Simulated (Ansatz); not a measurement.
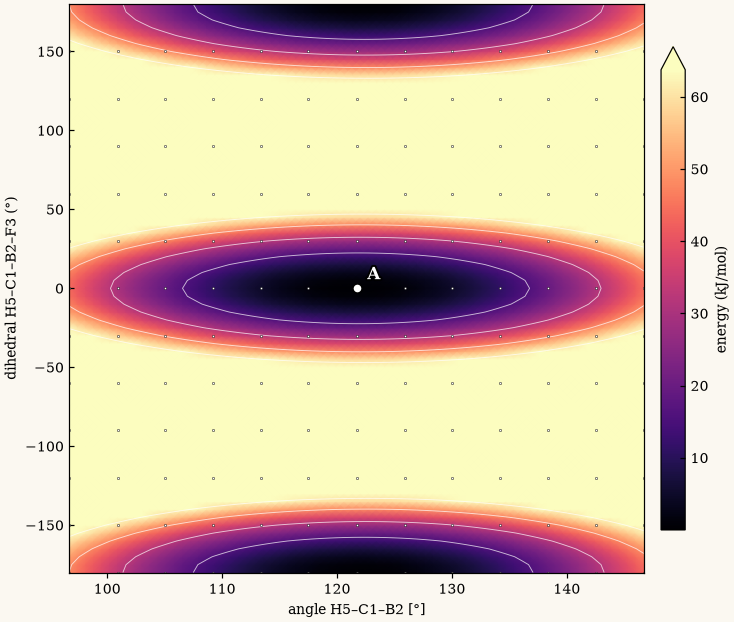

CH2BClF, SMILES [CH2-]B(F)Cl, charge −1. 
- Coordinates scanned: (1) angle H5–C1–B2; (2) dihedral H5–C1–B2–F3.
- Nothing is relaxed (all other coordinates rigid).
- The grid has 13 × 12 points; 91 points were computed and 65 follow by symmetry.
- Points are written as (first, second).
- Energies are in kJ/mol, from the lowest grid point.
- The calculation used RKS CAM-B3LYP-D4/def2-SVPD (Ansatz 0.2.0).

In the figure: a smooth colour map with a few white contour lines, dots at the grid points, one colour for all values above the top of the scale, the well A. Between grid points the surface is interpolated.

Q: Estimate the position of the minimum and the force constants in these coordinates. Take the well at A.

A: The interpolated minimum is at angle H5–C1–B2 ≈ 121.7°, dihedral H5–C1–B2–F3 ≈ 0°. The curvatures there are about 4.8 eV/rad² and 2.2 eV/rad², with a cross term of about 0 eV/rad². Round the minimum the two coordinates are nearly uncoupled. (1 eV is 96.5 kJ/mol.)
